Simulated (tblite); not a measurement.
```xyz
26
charge 0, multiplicity 1
C     2.9758    0.8853   -0.1712
C     1.6952    1.1708   -0.0014
C     0.7202    0.1180    0.4458
C    -0.5527    0.0960   -0.3962
C    -1.4280    1.3606   -0.2326
C    -2.8159    0.8690    0.1985
C    -2.8744   -0.5689   -0.3083
C    -1.4683   -1.0743   -0.0113
Ge    1.8263   -1.5430    0.3571
C     3.4906   -0.5026    0.0732
H     3.6877    1.6372   -0.4848
H     1.3133    2.1671   -0.1759
H     0.4356    0.3233    1.4847
H    -0.2619   -0.0083   -1.4466
H    -1.0094    2.0440    0.5061
H    -1.4946    1.8974   -1.1796
H    -3.6169    1.4905   -0.1999
H    -2.8940    0.8718    1.2872
H    -3.6483   -1.1583    0.1817
H    -3.0570   -0.5807   -1.3842
H    -1.2180   -1.9850   -0.5557
H    -1.3697   -1.2768    1.0583
H     1.4951   -2.4486   -0.8012
H     1.8131   -2.4104    1.5898
H     4.1411   -0.5109    0.9497
H     4.0939   -0.8406   -0.7701
```

Describe the molecule in this file.

It has 26 atoms: 9 carbon, 16 hydrogen and 1 germanium (C₉H₁₆Ge). Its SMILES string is `C1=C[C@@H](C2CCCC2)[GeH2][CH2]1`. Among its groups: alkene. This geometry has C1 symmetry. Coordination, clear cases only: 2 C trigonal planar; 7 C tetrahedral.

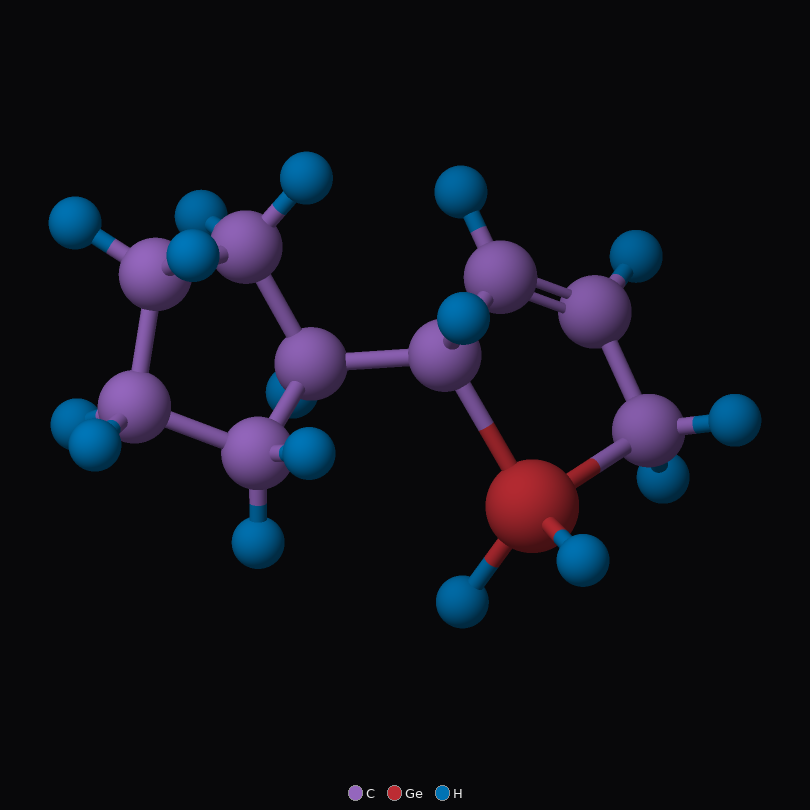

Figure made from data computed with tblite.
